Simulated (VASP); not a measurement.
# The low-index faces of Ag, part 2 of 4

How do surface energy, work function and relaxation of Ag depend on the face?

VASP 6.6.1; PBEsol; plane waves and PAW (Ag).

So far. Step 3 (The bulk reference, job self-consistent run, k-mesh …): The run ends at a pressure of -0.44 GPa.

## 4. Surface relaxation, 7 atoms, face Ag(111)

System of this step: Ag(111). The cell holds 7 atoms: 7 Ag. Its edges and angles: a = 2.865 Å, b = 2.865 Å, c = 29.034 Å, α = 90.0°, β = 90.0°, γ = 60.0°. It derives from Ag. 7 layers of fcc Ag, cut at this functional's lattice. Vacuum lies along c.

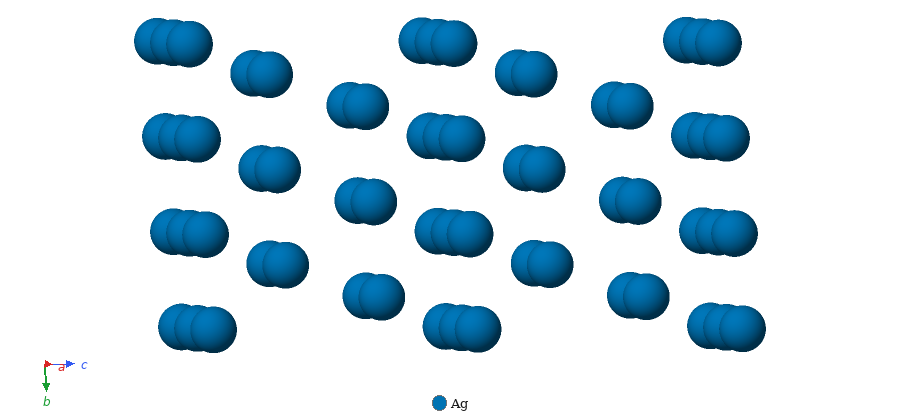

The cell of this step (silver blue). 2×3×1 cells are drawn. Some periodic images of atoms are drawn too.

All atoms relax at the fixed cell.

Input file INCAR:

```
SYSTEM = Ag
PREC = Normal
ENCUT = 320
EDIFF = 1E-05
NELM = 120
ISMEAR = 1
SIGMA = 0.15
LREAL = .FALSE.
ALGO = Fast
GGA = PS
NBANDS = 47
LASPH = .TRUE.
LORBIT = 11
LWAVE = .FALSE.
LCHARG = .FALSE.
KPAR = 4
IBRION = 2
NSW = 40
ISIF = 2
EDIFFG = -0.03
POTIM = 0.4
MAXMIX = 40
```

Input file POSCAR:

```
Ag
1.0
    2.8645991253      0.0000000000      0.0000000000
    1.4322995627      2.4808156142      0.0000000000
    0.0000000000      0.0000000000     29.0336123493
Ag
7
Direct
    0.0000000000      0.0000000000      0.2583212800
    0.3333333300      0.3333333300      0.3388808600
    0.6666666700      0.6666666700      0.4194404300
    0.0000000000      0.0000000000      0.5000000000
    0.3333333300      0.3333333300      0.5805595700
    0.6666666700      0.6666666700      0.6611191400
    0.0000000000      0.0000000000      0.7416787200
```

Input file KPOINTS:

```
Automatic mesh
0
Gamma
12 12 1
0 0 0
```

The projector-augmented-wave data sets are Ag (PBE family, release 64).

Started as:

```bash
mpirun -np 4 vasp_std
```

Log:

```text
[banner, memory and clock lines left out]
running    4 mpi-ranks, on    1 nodes
 distrk:  each k-point on    1 cores,    4 groups
 distr:  one band on    1 cores,    1 groups

 POSCAR found type information on POSCAR Ag
 POSCAR found :  1 types and       7 ions
 [... a notice as in an earlier step ...]

 LDA part: xc-table for (Slater+PW92), standard interpolation
 POSCAR, INCAR and KPOINTS ok, starting setup
 FFT: planning ... GRIDC
 FFT: planning ... GRID_SOFT
 FFT: planning ... GRID
 WAVECAR not read
 entering main loop
       N       E                     dE             d eps       ncg     rms          rms(c)
DAV:   1     0.391645123619E+03    0.39165E+03   -0.29528E+04  1818   0.102E+03
DAV:   2    -0.140359810749E+02   -0.40568E+03   -0.38591E+03  2002   0.273E+02
DAV:   3    -0.244817590509E+02   -0.10446E+02   -0.10336E+02  1976   0.470E+01
DAV:   4    -0.245997124827E+02   -0.11795E+00   -0.11792E+00  2082   0.494E+00
DAV:   5    -0.246019927912E+02   -0.22803E-02   -0.22802E-02  2019   0.669E-01    0.147E+01
RMM:   6    -0.223858109385E+02    0.22162E+01   -0.77358E+00  1787   0.150E+01    0.881E+00
RMM:   7    -0.223384677024E+02    0.47343E-01   -0.43457E-01  1799   0.260E+00    0.486E+00
RMM:   8    -0.225488573191E+02   -0.21039E+00   -0.22682E-01  1798   0.196E+00    0.215E+00
RMM:   9    -0.223103196785E+02    0.23854E+00   -0.12158E-01  1798   0.134E+00    0.334E-01
RMM:  10    -0.223051293212E+02    0.51904E-02   -0.49930E-03  1810   0.316E-01    0.873E-02
RMM:  11    -0.223051153772E+02    0.13944E-04   -0.57855E-04  1815   0.101E-01    0.604E-02
RMM:  12    -0.223051207396E+02   -0.53624E-05   -0.19721E-04  1775   0.635E-02    0.209E-02
RMM:  13    -0.223051290642E+02   -0.83246E-05   -0.50042E-05  1357   0.305E-02
   1 F= -.22305129E+02 E0= -.22303472E+02  d E =-.223051E+02
 curvature:   0.00 expect dE= 0.000E+00 dE for cont linesearch  0.000E+00
 trial: gam= 0.00000 g(F)=  0.234E-03 g(S)=  0.000E+00 ort = 0.000E+00 (trialstep = 0.100E+01)
 search vector abs. value=  0.234E-03
 bond charge predicted
       N       E                     dE             d eps       ncg     rms          rms(c)
DAV:   1    -0.223053354750E+02   -0.21474E-03   -0.62259E-02  1947   0.103E+00    0.216E-02
RMM:   2    -0.223053658776E+02   -0.30403E-04   -0.27228E-04  1782   0.111E-01    0.112E-02
RMM:   3    -0.223053997344E+02   -0.33857E-04   -0.31360E-05  1141   0.363E-02    0.633E-03
RMM:   4    -0.223054236359E+02   -0.23901E-04   -0.68587E-06  1022   0.133E-02    0.328E-03
RMM:   5    -0.223054434851E+02   -0.19849E-04   -0.37284E-06   991   0.715E-03    0.198E-03
RMM:   6    -0.223054610473E+02   -0.17562E-04   -0.28097E-06   822   0.498E-03    0.108E-03
RMM:   7    -0.223054695821E+02   -0.85348E-05   -0.41829E-07   451   0.341E-03
   2 F= -.22305470E+02 E0= -.22303819E+02  d E =-.340518E-03
 trial-energy change:   -0.000341  1 .order   -0.000197   -0.000234   -0.000160
 step:   3.1799(harm=  3.1799)  dis= 0.00469  next Energy=   -22.305501 (dE=-0.372E-03)
 reached required accuracy - stopping structural energy minimisation
```

Wall time 22 s (4 MPI ranks of AMD EPYC 9R14 (Zen 4), shared host); peak memory 0.71 GiB.

From OUTCAR (step 4):

```text
  LATTYP: Found a hexagonal cell.
 ALAT       =     2.8645991254
 C/A-ratio  =    10.1353142547

 Subroutine GETGRP returns: Found 12 space group operations
 (whereof 12 operations were pure point group operations)

The static configuration has the point symmetry D_3d.

 Found     19 irreducible k-points:

   k-points           NKPTS =     19   k-points in BZ     NKDIM =     19   number of bands    NBANDS=     47

   dimension x,y,z NGX =    14 NGY =   14 NGZ =  128
   dimension x,y,z NGXF=    28 NGYF=   28 NGZF=  256

   ENCUT  =  320.0 eV  23.52 Ry    4.85 a.u.   4.18  4.18 42.35*2*pi/ulx,y,z

   NELECT =      77.0000    total number of electrons

 E-fermi :   2.7755

 k-point     1 :       0.0000    0.0000    0.0000
  band No.  band energies     occupation
    ...
     38      -0.2060      2.00000
     39      -0.0793      2.00000
     40      -0.0793      2.00000
     41       0.7888      2.00000
     42       2.3772      2.00112
     43       2.8413      0.33117
     44       6.8960      0.00000
     45       7.3528      0.00000
     46       7.5702      0.00000
     47       8.7541      0.00000

 k-point     2 :       0.0833    0.0000    0.0000
  band No.  band energies     occupation
    ...
     38      -0.1999      2.00000
     39      -0.0703      2.00000
     40       0.1948      2.00000
     41       1.2926      2.00000
     42       2.7322      1.46684
     43       3.2999     -0.00001
     44       7.0260      0.00000
     45       7.5131      0.00000
     46       7.6935      0.00000
     47       8.9187      0.00000

  Total       -1.4581672     -1.4581672     -1.0334132     -0.0000000      0.0000000      0.0000000
  in kB      -11.3229215    -11.3229215     -8.0246329     -0.0000000      0.0000000      0.0000000
  external PRESSURE =     -10.2234920 kB  Pullay stress =       0.0000000 kB

  energy-cutoff  :      320.00
  volume of cell :      206.33
      direct lattice vectors                 reciprocal lattice vectors
     2.864599125  0.000000000  0.000000000     0.349088985 -0.201546619  0.000000000
     1.432299563  2.480815614  0.000000000     0.000000000  0.403093238  0.000000000
     0.000000000  0.000000000 29.033612349     0.000000000  0.000000000  0.034442838

 POSITION                                       TOTAL-FORCE (eV/Angst)
 -----------------------------------------------------------------------------------
      4.29690      2.48082      7.50085        -0.000000      0.000000      0.021008
      1.43230      0.82694      9.84041         0.000000     -0.000000      0.026567
      2.86460      1.65388     12.17660         0.000000      0.000000     -0.018147
      2.86460      0.00000     14.51681        -0.000000      0.000000      0.000000
      1.43230      0.82694     16.85701        -0.000000     -0.000000      0.018147
      2.86460      1.65388     19.19320         0.000000     -0.000000     -0.026567
      0.00000      0.00000     21.53276        -0.000000      0.000000     -0.021008
 -----------------------------------------------------------------------------------
    total drift:                                0.000000      0.000000      0.000000

  FREE ENERGIE OF THE ION-ELECTRON SYSTEM (eV)
  ---------------------------------------------------
  free  energy   TOTEN  =       -22.3054695821 eV

  energy  without entropy=      -22.3005171277  energy(sigma->0) =      -22.30381876

 total charge
# of ion       s       p       d       tot
------------------------------------------
    1        0.434   0.237   9.156   9.826
    2        0.423   0.310   9.149   9.882
    3        0.426   0.321   9.139   9.885
    4        0.424   0.319   9.138   9.881
    5        0.426   0.321   9.139   9.885
    6        0.423   0.310   9.149   9.882
    7        0.434   0.237   9.156   9.826
--------------------------------------------------
tot          2.989   2.055  64.024  69.068

[... 1 part as in an earlier step ...]

[... 7 further parts left out ...]
```

CONTCAR:

```
Ag
   1.00000000000000
     2.8645991252999998    0.0000000000000000    0.0000000000000000
     1.4322995626999999    2.4808156142000000    0.0000000000000000
     0.0000000000000000    0.0000000000000000   29.0336123493000002
  Ag
     7
Direct
     1.0000000000000000    1.0000000000000000    0.2583506192847382
     0.3333333300000021    0.3333333300000021    0.3389316727185184
     0.6666666699999979    0.6666666699999979    0.4193967664316793
     1.0000000000000000    0.0000000000000000    0.5000000000000000
     0.3333333300000021    0.3333333300000021    0.5806032335683207
     0.6666666699999979    0.6666666699999979    0.6610683272814817
     0.0000000000000000    0.0000000000000000    0.7416493807152618
```

The run keeps the 12 symmetry operations of its start, so it cannot find a distortion of lower symmetry.

No atom moved by 0.005 Å in the relaxation.

This step gave:

* electronic cycles: 20
* electrons: 77
* free energy (TOTEN): -22.31 eV
* energy at zero smearing: -22.30 eV
* Fermi energy: 2.776 eV

The run ended after 2 ionic steps, 0.000 eV below its first step, once the forces on the free atoms met EDIFFG = -0.03.

## 5. Vacuum level and density of states, 7 atoms, face Ag(111)

A static run writes the electrostatic potential without exchange and correlation (LVHAR), which is flat in the vacuum and gives the level to count from. The dipole correction cancels the field that unlike faces would set up across the vacuum.

Input file INCAR:

```
SYSTEM = Ag
PREC = Normal
ENCUT = 320
EDIFF = 1E-06
NELM = 120
ISMEAR = 1
SIGMA = 0.15
LREAL = .FALSE.
ALGO = Fast
GGA = PS
NBANDS = 47
LASPH = .TRUE.
LORBIT = 11
LWAVE = .FALSE.
LCHARG = .TRUE.
KPAR = 4
IDIPOL = 3
LDIPOL = .TRUE.
DIPOL = 0.5 0.5 0.5
LVHAR = .TRUE.
LVACPOTAV = .TRUE.
NEDOS = 1500
```

Input file POSCAR:

```
Ag
1.0
    2.8645991253      0.0000000000      0.0000000000
    1.4322995627      2.4808156142      0.0000000000
    0.0000000000      0.0000000000     29.0336123493
Ag
7
Direct
    0.0000000000      0.0000000000      0.2583506193
    0.3333333300      0.3333333300      0.3389316727
    0.6666666700      0.6666666700      0.4193967664
    0.0000000000      0.0000000000      0.5000000000
    0.3333333300      0.3333333300      0.5806032336
    0.6666666700      0.6666666700      0.6610683273
    0.0000000000      0.0000000000      0.7416493807
```

KPOINTS is that of step 4.

Started as:

```bash
mpirun -np 4 vasp_std
```

Log:

```text
[... set-up lines as in an earlier step ...]
 entering main loop
       N       E                     dE             d eps       ncg     rms          rms(c)
DAV:   1     0.391657726204E+03    0.39166E+03   -0.29528E+04  1818   0.102E+03
DAV:   2    -0.140291516084E+02   -0.40569E+03   -0.38592E+03  2002   0.274E+02
DAV:   3    -0.244819935596E+02   -0.10453E+02   -0.10343E+02  1976   0.470E+01
DAV:   4    -0.246000788710E+02   -0.11809E+00   -0.11805E+00  2090   0.494E+00
DAV:   5    -0.246023296205E+02   -0.22507E-02   -0.22507E-02  2011   0.665E-01    0.147E+01
RMM:   6    -0.223860269188E+02    0.22163E+01   -0.77353E+00  1787   0.150E+01    0.881E+00
RMM:   7    -0.223383800287E+02    0.47647E-01   -0.43449E-01  1835   0.260E+00    0.486E+00
RMM:   8    -0.225438308224E+02   -0.20545E+00   -0.22319E-01  2030   0.195E+00    0.214E+00
RMM:   9    -0.223104642722E+02    0.23337E+00   -0.11986E-01  2043   0.133E+00    0.333E-01
RMM:  10    -0.223053259974E+02    0.51383E-02   -0.50324E-03  1956   0.316E-01    0.874E-02
RMM:  11    -0.223053131649E+02    0.12833E-04   -0.58415E-04  1986   0.100E-01    0.603E-02
RMM:  12    -0.223053180840E+02   -0.49191E-05   -0.20086E-04  2000   0.637E-02    0.208E-02
RMM:  13    -0.223053263131E+02   -0.82291E-05   -0.50950E-05  2013   0.305E-02    0.108E-02
RMM:  14    -0.223053631199E+02   -0.36807E-04   -0.17926E-05  1936   0.164E-02    0.706E-03
RMM:  15    -0.223054026600E+02   -0.39540E-04   -0.78040E-06  1639   0.105E-02    0.302E-03
RMM:  16    -0.223054360448E+02   -0.33385E-04   -0.93862E-06  1535   0.773E-03    0.218E-03
RMM:  17    -0.223054501001E+02   -0.14055E-04   -0.10149E-06  1223   0.363E-03    0.976E-04
RMM:  18    -0.223054640615E+02   -0.13961E-04   -0.12530E-06  1258   0.428E-03    0.786E-04
RMM:  19    -0.223054740513E+02   -0.99898E-05   -0.40129E-07  1159   0.263E-03    0.860E-04
RMM:  20    -0.223054811370E+02   -0.70857E-05   -0.14780E-07  1104   0.182E-03    0.353E-04
RMM:  21    -0.223054830958E+02   -0.19589E-05   -0.43959E-08   573   0.106E-03    0.137E-04
RMM:  22    -0.223054837185E+02   -0.62266E-06   -0.31666E-08   490   0.959E-04
 -----------------------------------------------------------------------------
|                                                                             |
|           W    W    AA    RRRRR   N    N  II  N    N   GGGG   !!!           |
|           W    W   A  A   R    R  NN   N  II  NN   N  G    G  !!!           |
|           W    W  A    A  R    R  N N  N  II  N N  N  G       !!!           |
|           W WW W  AAAAAA  RRRRR   N  N N  II  N  N N  G  GGG   !            |
|           WW  WW  A    A  R   R   N   NN  II  N   NN  G    G                |
|           W    W  A    A  R    R  N    N  II  N    N   GGGG   !!!           |
|                                                                             |
|     Did not find any points to average over, which means that no vacuum     |
|     field-free region was found. Please increase the size of  your cell     |
|     in the dimension of the dipole correction to obtain accurate            |
|     workfunction values.                                                    |
|                                                                             |
 -----------------------------------------------------------------------------

   1 F= -.22305484E+02 E0= -.22303833E+02  d E =-.495244E-02
```

Wall time 24 s (4 MPI ranks); peak memory 0.7 GiB.

From OUTCAR (step 5):

```text
   NELECT =      77.0000    total number of electrons

 dipolmoment           0.000000      0.000000      0.000000 electrons x Angstroem

 E-fermi :   2.7767

 k-point     1 :       0.0000    0.0000    0.0000
  band No.  band energies     occupation
    ...
     38      -0.2048      2.00000
     39      -0.0782      2.00000
     40      -0.0782      2.00000
     41       0.7900      2.00000
     42       2.3784      2.00112
     43       2.8425      0.33153
     44       6.9284      0.00000
     45       7.3651      0.00000
     46       7.6306      0.00000
     47       8.8079      0.00000

  Total       -1.4559925     -1.4559925     -1.0312267     -0.0000000     -0.0000000      0.0000000
  in kB      -11.3060343    -11.3060343     -8.0076540     -0.0000000     -0.0000000      0.0000000
  external PRESSURE =     -10.2065742 kB  Pullay stress =       0.0000000 kB

 POSITION                                       TOTAL-FORCE (eV/Angst)
 -----------------------------------------------------------------------------------
      0.00000      0.00000      7.50085        -0.000000     -0.000000      0.022022
      1.43230      0.82694      9.84041        -0.000000     -0.000000      0.027816
      2.86460      1.65388     12.17660         0.000000      0.000000     -0.018997
      0.00000      0.00000     14.51681         0.000000      0.000000     -0.000000
      1.43230      0.82694     16.85701        -0.000000     -0.000000      0.018997
      2.86460      1.65388     19.19320         0.000000     -0.000000     -0.027816
      0.00000      0.00000     21.53276         0.000000      0.000000     -0.022022
 -----------------------------------------------------------------------------------
    total drift:                                0.000000      0.000000      0.000000

  FREE ENERGIE OF THE ION-ELECTRON SYSTEM (eV)
  ---------------------------------------------------
  free  energy   TOTEN  =       -22.3054837185 eV

  energy  without entropy=      -22.3005312825  energy(sigma->0) =      -22.30383291

 vacuum level on the upper side and lower side of the slab         7.442         7.442

[... 8 parts as in an earlier step ...]

[... 9 further parts left out ...]
```

Numbers from this step:

| Quantity | Value |
| --- | --- |
| electronic cycles | 22 |
| Fermi energy | 2.777 eV |
| dipole moment | 0, 0, 0 e·Å |
| vacuum levels | 7.442, 7.442 eV |
| work functions of the upper and lower face | 4.665, 4.665 eV |

The planar average of the electrostatic potential oscillates, so the rows of the table below give means over windows of 2.38 Å about each position, cut where the curve ends. Its maxima inside the range that stand out by 2 % of the span (Å: eV): 8.6: 1.01, 11.0: 1.10, 13.4: 1.09, 15.7: 1.09, 18.0: 1.10, 20.4: 1.01. Its minima: 7.5: -18.2, 9.9: -18.4, 12.1: -18.2, 14.5: -18.3, 16.9: -18.2, 19.2: -18.4, 21.5: -18.2.

Zero at the Fermi level. Table of planar average of the electrostatic potential by height; means over each step:

```
height (Å)  planar average of the electrostatic potential (eV)
      1.19                                                4.67
      3.57                                                4.67
      5.95                                                1.27
      8.33                                               -8.57
     10.71                                               -8.64
     13.09                                               -8.59
     15.47                                               -8.61
     17.85                                               -8.65
     20.23                                               -8.66
     22.61                                               -3.04
     24.99                                                4.65
     27.37                                                4.67
```

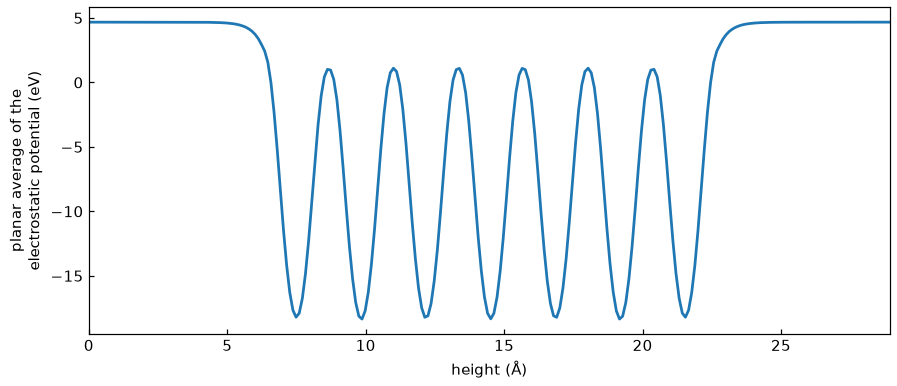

Planar average of the electrostatic potential, plotted against height.

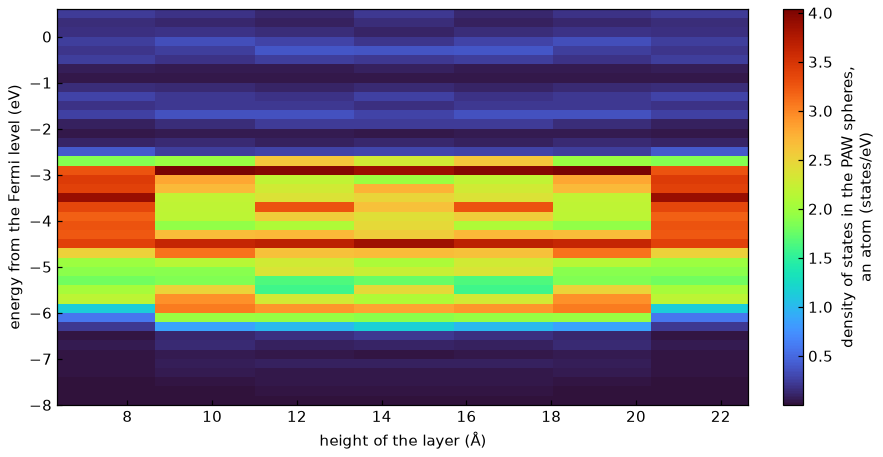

Density of states in the PAW spheres, an atom over height of the layer and energy from the Fermi level.

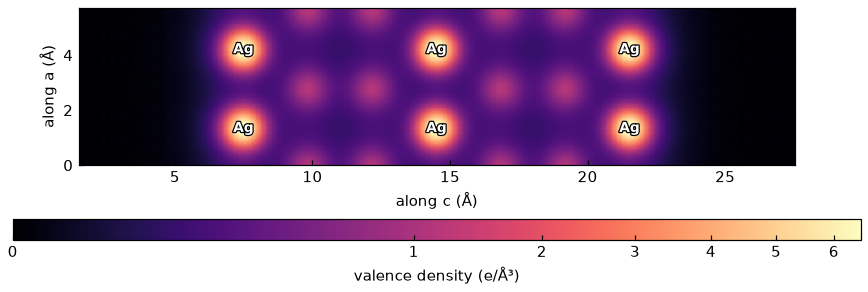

Valence density in the ca plane at fractional y = 0.000, with atoms of Ag within 0.2 Å of it. It is the smooth field of the valence electrons, not physical close to the nuclei. The map starts off the cell's origin, so that atoms lie inside it. The colour scale is stretched toward low values. The far vacuum is left out of the map.

The map of layer states is cut here 0.5 eV above the Fermi level, so it leaves out the states above that.

The vacuum level lies 4.67 eV above the Fermi level at the upper face; both faces agree, as the slab has next to no dipole.

The program found no field-free point at its default tolerance, but its printed level agrees with the flat part of the planar average.

On this mesh the fine structure of the density of states is sampling noise, and high empty states may be cut by the number of bands.

(Continued in part 3 of 4.)

[Lines on the potential files, build, host, timing and source positions are cut from VASP's logs without a mark.]

[Logs are printed without paths, hosts, clocks, repeated set-up lines and the standing remarks that a program may print on its own settings, such as how far it seeks lower states.]

[Hosts, paths, dates, database ids (printed as entryN), source tags and the programs' standing remarks are cut or masked in the printed files.]

[Runs that stopped without an error message from VASP are left out.]
